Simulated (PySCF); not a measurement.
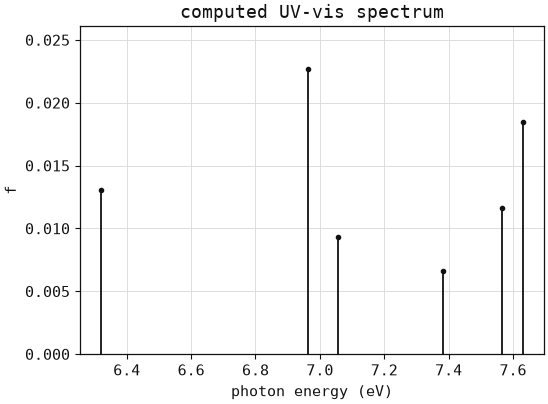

Vertical TDDFT excitations, PBE0/def2-SVPD, PySCF, at a GFN2-xTB geometry (no frequency check), gas phase. Only the first 6 singlet excitations are included.

Question: Whose absorption spectrum is this?
A. C₄H₈Se, SMILES C1CC[Se]C1
B. C₅H₆O₂ (vinyl acrylate), SMILES C=COC(=O)C=C
C. C₅H₁₃NSi, SMILES CC1([SiH2]N)CCC1

Answer: Option C. Its lowest singlet lies at 6.32 eV (f = 0.013) and the brightest of those computed is S2 at 6.96 eV (178 nm), f = 0.023, mainly HOMO−1 → LUMO (90 %).

Caveats: states above the negative HOMO energy depend on the basis; the tight-binding geometry is rougher than a DFT one and adds to the error; one conformer of a flexible molecule; core orbitals are frozen in the response.
